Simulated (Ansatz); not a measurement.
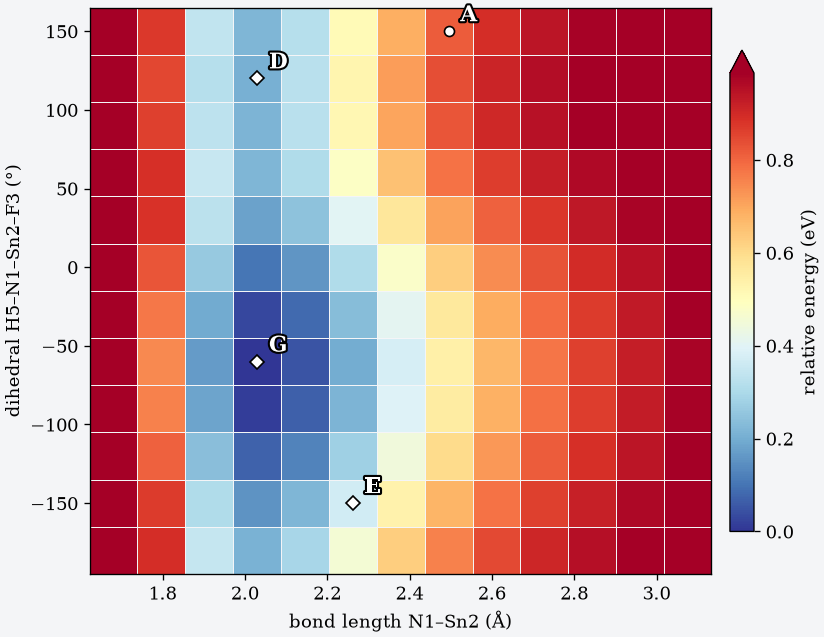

F₂H₂NSn, SMILES [NH2][Sn]([F])[F], spin multiplicity 2. First axis: bond length N1–Sn2. Second axis: dihedral H5–N1–Sn2–F3. Nothing is relaxed (all other coordinates rigid). Grid: 13 × 12 points. Energies are in eV, from the lowest grid point. Level of theory: Ansatz, UKS PBE0-D4/def2-TZVP.

In the figure: one coloured cell a grid point, one colour for all values above the top of the scale, lettered points.

### What kind of point is each of A, D, E, G: minimum, saddle, maximum or slope?

A: on a slope; D: minimum; E: on a slope; G: minimum. (In these two coordinates alone; a stationary point may lie a little off the grid point.)

### Rank the lettered points by energy, lowest first.

G (0.00 eV), D (0.21 eV), E (0.37 eV), A (0.82 eV).
